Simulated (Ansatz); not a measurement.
## Response to strain in MoS2

Take MoS2 in the 3R-MoS2 type structure (space group R3m, No. 160; layered, stacked along the Cartesian z axis) as the base.

```yaml
crystal:
  lattice:
    - [1.57661, 0.91026, 5.99789]
    - [-1.57661, 0.91026, 5.99789]
    - [0.00000, -1.82051, 5.99789]
  atoms:
    - { symbol: Mo, position: [0.00002, 0.00002, 0.00002] }
    - { symbol: S, position: [0.75353, 0.75353, 0.75353] }
    - { symbol: S, position: [0.57975, 0.57975, 0.57975] }
```

Cartesian axes are those of the cell as printed.

Strains are applied to the cell and any free atomic positions relax; under biaxial strain the out-of-plane vector relaxes too.

Calculations: DFT with PBE-D3(BJ), PAW potentials and a 420 eV plane-wave cutoff in Ansatz (a program for electronic structure), scalar-relativistic without spin-orbit coupling, earlier PAW set.

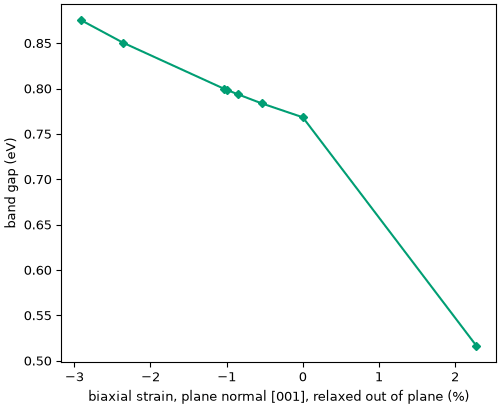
Band gap against biaxial strain, plane normal [001], relaxed out of plane

Question: From the plot, what is the band gap for biaxial strain −0.54 %, plane normal [001], relaxed out of plane?

Answer: About 0.78 eV.

Question: Is the trend monotonic over the range shown?

Answer: Yes, it falls throughout, spanning 0.52 eV to 0.88 eV.

No phonon test of stability was made.
